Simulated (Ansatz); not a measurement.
Profile along the Hf–Hf line in Hf (hcp, Mg type)

Hf (hcp, Mg type)

Space group P6₃/mmc (No. 194); a = b = 3.204 Å, c = 5.069 Å, α = β = 90.00°, γ = 120.00°

```
atom  site  symmetry       x       y       z
----  ----  --------  ------  ------  ------
Hf      2d      -6m2  0.6667  0.3333  0.2500
```

Fields along a shortest Hf–Hf line of a (0001) plane (3.20 Å), from Hf to Hf, interpolated on the slice's grid (step about 0.3 Å). All values below come from PBE (plane waves to 420 eV, PAW, scalar-relativistic; Ansatz, a first-principles code). k mesh 17×17×9. Near the nuclei the fields are pseudised (PAW); where an atom keeps semicore shells as valence, they peak there. Hf is run without spin polarisation. Hf was relaxed with its symmetry unable to fall. Spin-orbit coupling is left out, though Hf is heavy. The PAW data are Ansatz's earlier set.

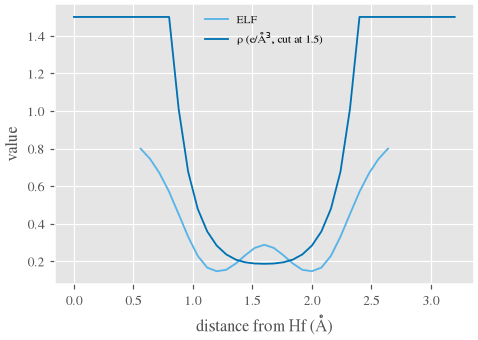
Figure. ELF (away from the nuclei) and valence density from Hf to Hf.

Density on the Hf–Hf line (3.20 Å) at its midpoint: 0.19 e/Å³. ELF at that point: 0.29.
